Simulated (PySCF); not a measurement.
Run report: H, atomic calculation

System: H, configuration 1s1, multiplicity 2.
Method: unrestricted HF, def2-TZVPPD, non-relativistic, point nucleus (PySCF).

**Results in brief**

```tsv
quantity	value
outcome	converged
total energy	−0.499810 hartree
kinetic energy	0.499812 hartree
−E/T (1 by the virial theorem at the basis-set limit)	1.0000
⟨S²⟩	0.750
static polarisability	4.45 bohr³
C₆ of the like pair	6.39 hartree bohr⁶
SCF iterations	1
hardware	1 CPU thread, shared host
```

**Input**
```python
from pyscf import gto, scf, dft, mp, cc
import basis_set_exchange as bse
mol = gto.M(atom="H 0 0 0", charge=0, spin=1, symmetry="D2h",
            basis=gto.basis.parse(bse.get_basis("def2-TZVPPD", elements=["H"], fmt="nwchem")))
mf = scf.UHF(mol)
mf.irrep_nelec = {'Ag': (1, 0)}
mf.kernel()
```

The script is an equivalent of what the driver set up; the driver started from orbitals of its own, so the log can be shorter than this script's would be, and it computed the properties (radii, ⟨L²⟩, response) afterwards. It held the occupations shell by shell, which the script's counts by irreducible representation don't always enforce.

**The program's output (extracts)**
```
damping factor = 0
level_shift factor = 0
DIIS = <class 'pyscf.scf.diis.CDIIS'>
diis_start_cycle = 1
diis_space = 10
diis_damp = 0
SCF conv_tol = 1e-09
SCF conv_tol_grad = None
number electrons alpha = 1  beta = 0
cycle= 1 E= -0.49980983221043  delta_E= -3.22e-10  |g|= 4.74e-06  |ddm|= 3.62e-05
converged SCF energy = -0.49980983221043  <S^2> = 0.75  2S+1 = 2
```

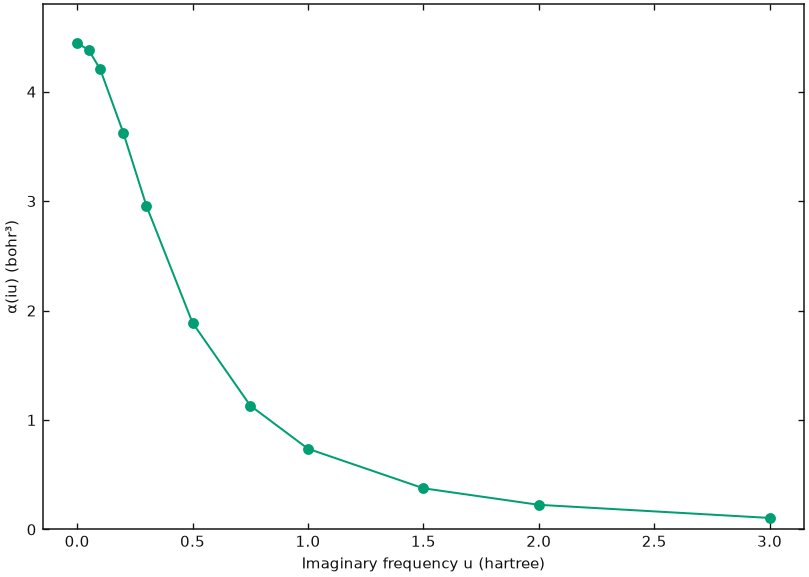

Figure 1. Dipole polarisability at imaginary frequency of H (1s). Coupled response at the HF level; PySCF, def2-TZVPPD, non-relativistic, unrestricted single determinants, no spin-orbit coupling. The static dipole polarisability is 4.45 bohr³ (the recommended value is 4.51); α(iu) falls to half of it near u = 0.43 hartree. The Casimir–Polder integral gives C₆ = 6.39 hartree bohr⁶ for two such species.

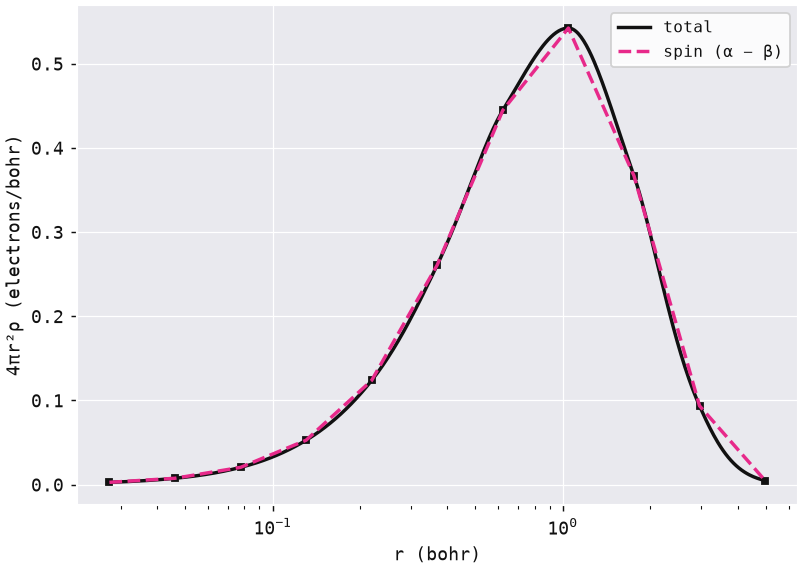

Figure 2. Spherically averaged radial density 4πr²ρ of the mean field and its spin part; markers are the stored points, which are sparse, and the line is a monotone interpolation between them. The largest stored value is 0.542 electrons/bohr at r = 1.0 bohr. Root-mean-square radii of the shells: 1s 1.73 bohr.
